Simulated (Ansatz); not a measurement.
# Calculations on C₃H₉NOSi

Part 1: Relaxation

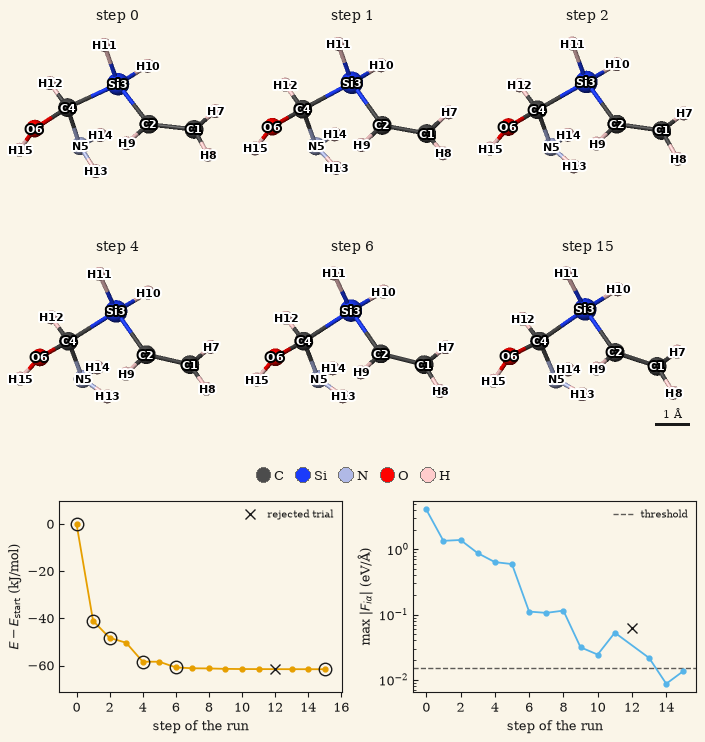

Frames of a relaxation of C$_{3}$H$_{9}$NOSi, marked on the history of the run. The picture is a ball-and-stick view, seen at a tilt.

The run prepares an end point of a later path (inversion) calculation, from a guessed geometry.

Method: RKS PBE-D4/cc-pVDZ in Ansatz 0.2.0. Set-up: no spin polarisation; force threshold 0.015 eV/Å; at most 40 steps.

**Describe the path.**

The energy falls by 61.6 kJ/mol in 14 accepted moves (15 points after the start). Largest force component: 4.1 eV/Å at the start, 0.014 eV/Å at the end. The line search rejected the trial step at point 12 of the run. The atom that moves furthest after the best rigid fit is H13 (0.56 Å). Largest moves by element: H 0.56 Å, C 0.33 Å, N 0.21 Å, Si 0.21 Å, O 0.20 Å. Among the contacts that change: Si3–C4 1.873 → 1.936 Å, C4–H12 1.062 → 1.120 Å, C1–H8 1.047 → 1.104 Å, N5–H14 0.978 → 1.029 Å. Bond angles that change, for instance: Si3–C4–O6 115.8° → 104.0°, C2–Si3–C4 114.4° → 106.0°, N5–C4–O6 101.1° → 109.2°. Groups turn about C4–N5 by about 20°, C2–Si3 by about 20°. Cost: 66 s on 2 threads of Arm Neoverse V1 (shared host), peak memory 0.19 GiB. From step 0 to 1: H13 moves most (0.19 Å), energy −41.1 kJ/mol. From step 1 to 2: H8 moves most (0.19 Å), energy −7.20 kJ/mol. From step 2 to 4: H7 moves most (0.17 Å), energy −10.1 kJ/mol. From step 4 to 6: H8 moves most (0.12 Å), energy −2.43 kJ/mol. From step 6 to 15: H7 moves most (0.22 Å), energy −0.77 kJ/mol.

Part 2: Relaxation

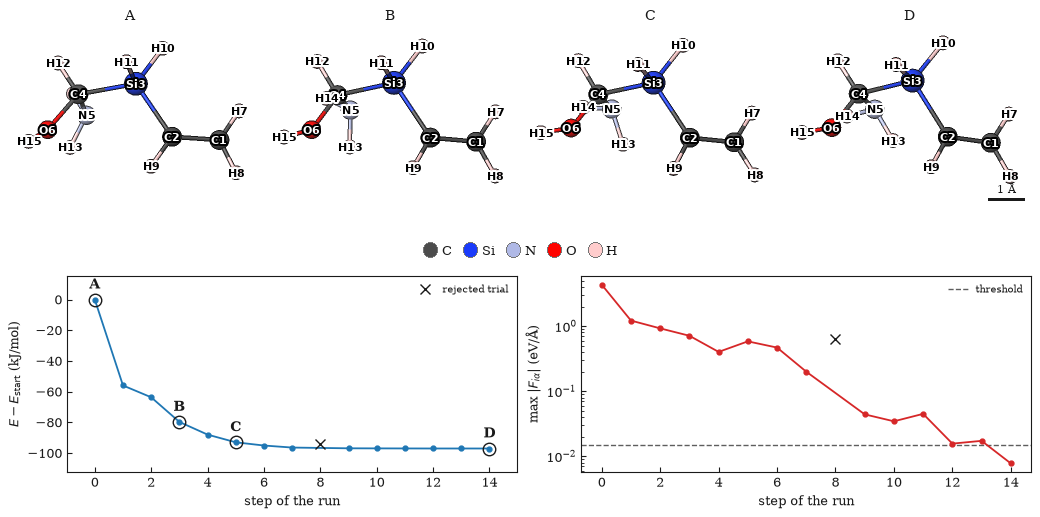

Frames of a relaxation of C$_{3}$H$_{9}$NOSi, marked on the history of the run. The picture is a ball-and-stick view, seen at a tilt.

The run prepares an end point of a later path (inversion) calculation, from a guessed geometry.

Computed with Ansatz 0.2.0, RKS PBE-D4/cc-pVDZ.

Input
```yaml
crystal:
  periodic: [false, false, false]
  atoms:
    - { symbol: C, position_ang: [0.1283, -2.5596, -0.8906] }
    - { symbol: C, position_ang: [-0.0394, -1.5959, 0.0616] }
    - { symbol: Si, position_ang: [1.0109, -0.1095, 0.281] }
    - { symbol: C, position_ang: [0.0574, 1.4761, 0.5726] }
    - { symbol: "N", position_ang: [-0.8821, 1.751, -0.5741] }
    - { symbol: O, position_ang: [-0.8721, 1.4628, 1.7022] }
    - { symbol: H, position_ang: [0.88, -2.4674, -1.6609] }
    - { symbol: H, position_ang: [-0.5686, -3.3385, -0.9534] }
    - { symbol: H, position_ang: [-0.815, -1.6613, 0.8516] }
    - { symbol: H, position_ang: [1.8566, 0.0805, -0.917] }
    - { symbol: H, position_ang: [1.9654, -0.3419, 1.4508] }
    - { symbol: H, position_ang: [0.6993, 2.3075, 0.7267] }
    - { symbol: H, position_ang: [-1.8617, 1.81271, -0.27054] }
    - { symbol: H, position_ang: [-0.63346, 2.60704, -0.97584] }
    - { symbol: H, position_ang: [-1.54, 2.1069, 1.4899] }
basis:
  gaussian: { orbitals: cc-pVDZ }
hamiltonian:
  xc: pbe
  dispersion: d4
relax:
  f_tol: 0.015
  max_steps: 40
```

Command:
```bash
ansatz run input.yaml --threads 2 --pin off --max-ram 3072MiB --backend cpu --events-out ev --progress --plain --runs-dir out
```

Q: What happens along the run?

A: The atom that moves furthest after the best rigid fit is H13 (1.24 Å). By element the largest moves are H 1.24 Å, C 0.37 Å, N 0.30 Å, Si 0.19 Å, O 0.15 Å. Some distances before and after: C4–N5 1.508 → 1.446 Å, Si3–C4 1.873 → 1.930 Å, C1–H8 1.047 → 1.104 Å, C4–H12 1.062 → 1.117 Å. Among the angles between lasting bonds that change: N5–C4–O6 101.1° → 116.4°, Si3–C4–O6 115.8° → 103.6°, C2–Si3–C4 114.4° → 107.4°. Groups turn about C4–N5 by about 60°, C4–O6 by about 30°, C2–Si3 by about 20°. Over 13 accepted moves (14 points after the start) the energy falls by 97.0 kJ/mol. Largest force component: 4.3 eV/Å at the start, 0.0078 eV/Å at the end. The line search rejected the trial step at point 8 of the run. The run took 62 s on 2 threads of Arm Neoverse V1 (shared host), peak memory 0.19 GiB. From step 0 to 3: H13 moves most (0.56 Å), energy −79.7 kJ/mol. From step 3 to 5: H13 moves most (0.38 Å), energy −13.3 kJ/mol. From step 5 to 14: H13 moves most (0.32 Å), energy −4.03 kJ/mol.

Part 3: Path

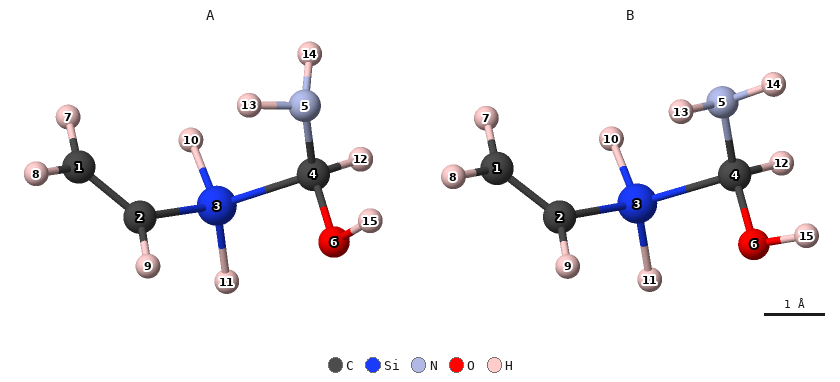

The two relaxed end points of a path for C$_{3}$H$_{9}$NOSi. A ball-and-stick model, seen from a free direction.

The calculation used Ansatz, RKS PBE-D4/cc-pVDZ.

Set-up: 5 movable images; climbing image; force threshold 0.03 eV/Å; iteration limit 60.

Start:
```xyz
15

C    -0.0761   -2.3051   -0.9132
C     0.0084   -1.5790    0.2215
Si    1.1504   -0.0967    0.4378
C     0.0021    1.4616    0.4768
N    -0.9171    1.5578   -0.6567
O    -0.7524    1.3064    1.6806
H     0.5773   -2.1019   -1.7793
H    -0.7876   -3.1414   -1.0257
H    -0.6722   -1.8256    1.0572
H     2.0618   -0.0113   -0.7679
H     1.9803   -0.2248    1.6938
H     0.6040    2.4060    0.4820
H    -1.2139    0.6165   -0.9610
H    -0.4544    1.9966   -1.4644
H    -1.5324    1.8902    1.5480
```

End:
```xyz
15

C     0.0049   -2.4147   -0.9111
C    -0.0049   -1.6264    0.1838
Si    1.1394   -0.1492    0.4228
C     0.0492    1.4420    0.3665
N    -0.6203    1.5077   -0.9137
O    -0.8015    1.3142    1.5312
H     0.7264   -2.2552   -1.7305
H    -0.6992   -3.2551   -1.0378
H    -0.7520   -1.8276    0.9739
H     2.1633   -0.1293   -0.6864
H     1.8361   -0.2236    1.7607
H     0.6964    2.3479    0.4514
H    -1.2618    0.7063   -1.0088
H    -1.1985    2.3585   -0.9899
H    -1.2992    2.1539    1.6174
```

### What barrier does the band find between them, and by what path?

Forward barrier 13.7 kJ/mol, backward barrier 14.3 kJ/mol, with image 4 at the top; the reaction energy is −0.6 kJ/mol. The motion is an umbrella inversion at N5. No bond forms or breaks between the ends. Bond angles that change up to the highest image, for instance: H13–N5–H14 106.7° → 117.8°, C4–N5–H14 110.7° → 121.8°. The band converged in 15 iterations. The largest component of the band force went from 15 to 0.025 eV/Å. The climbing image converged on the top of the path. Its vibrational analysis gives one imaginary mode (557i cm⁻¹), as a transition state must have.

Energies of the converged images:

```
image  path (Å)  E (kJ/mol)
    0      0.00         0.0
    1      0.22         0.5
    2      0.44         2.2
    3      0.66         7.4
    4      0.89        13.7
    5      1.29         1.0
    6      1.69        -0.6
```

The geometry at the top of the path:

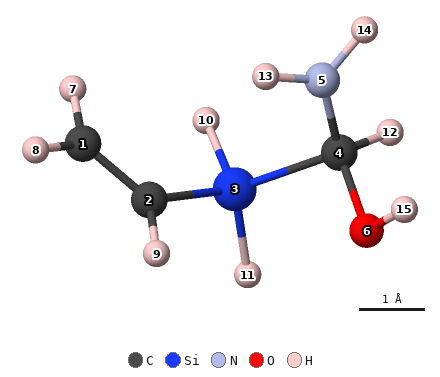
